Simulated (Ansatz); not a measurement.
One crystal and one scan (energy against volume) at two levels, PBE (plane waves to 420 eV, PAW, scalar-relativistic; Ansatz, an electronic-structure program) and r2SCAN (plane waves to 500 eV, PAW, scalar-relativistic; Ansatz), each from its own relaxed cell and on its own mesh. The cell shown is that of PBE.

Ni (fcc, Cu type)

```xyz
1
Lattice="0.0000 1.7592 1.7592 1.7592 0.0000 1.7592 1.7592 1.7592 0.0000" Properties=species:S:1:pos:R:3 pbc="T T T"
Ni     0.0000     0.0000     0.0000
```

E(V) scan at fixed shape, V₀ the volume above. Symmetry pins the atoms to their sites.

E stands for the smeared free energy. Ni was relaxed with its symmetry unable to fall. Relaxed Ni ends ferromagnetic. Other magnetic orders were not checked, so this need not be the ground state. (PBE) Relaxed Ni ends ferromagnetic. (r2SCAN) Relaxed Ni ends ferromagnetic. Percentages come from the unrounded values. Both scans cover V/V₀ from 0.900 to 1.100.

| quantity | PBE | r2SCAN | PBE − r2SCAN |
|---|---|---|---|
| Lattice constant a (Å) | 3.518 | 3.478 | +0.040 (+1.2 %) |
| Magnetic moment of the relaxed cell (μB/cell) | 0.63 | 0.74 | -0.11 (-15 %) |
| Pressure at the smallest volume (GPa) | 27.1 | 29.9 | -2.8 (-9 %) |
| Energy cost of the largest compression (meV/atom) | 83 | 89 | -6 (-6 %) |
| Energy cost of the largest expansion (meV/atom) | 56 | 60 | -4 (-7 %) |
| Bulk modulus B₀ (third-order Birch-Murnaghan fit) (GPa) | 198.1 | 220.1 | -22.0 (-10 %) |
| Pressure derivative B₀′ (fit) | 5.0 | 4.9 | +0.1 (+3 %) |
| Pressure for 5 % compression (fit) (GPa) | 11.5 | 12.8 | -1.3 (-10 %) |

PBE gives the higher value for: lattice constant a. PBE gives the lower value for: magnetic moment of the relaxed cell; pressure at the smallest volume; energy cost of the largest compression; energy cost of the largest expansion; bulk modulus B₀; pressure for 5 % compression. For the lattice constant a the reference is 3.508 Å (measured, corrected to the static lattice; as given in Daniel Mejia-Rodriguez, S. B. Trickey, Physical Review B (2018), arXiv:1807.09216): PBE lies nearer. For the bulk modulus B₀ the reference is 192.5 GPa (measured, corrected to the static lattice; as given in Daniel Mejia-Rodriguez, S. B. Trickey, Physical Review B (2018), arXiv:1807.09216): PBE lies nearer.  Neither level is exact: the differences show how much the result hangs on the functional.

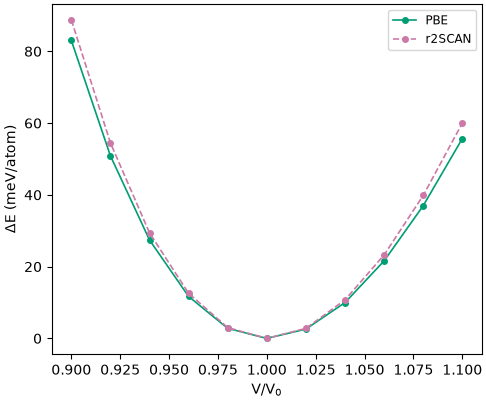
Figure. ΔE, each from the relaxed starting cell of its own level.

(A scan under strain: stresses follow from slopes of the energy per volume, elastic moduli from its curvatures.)
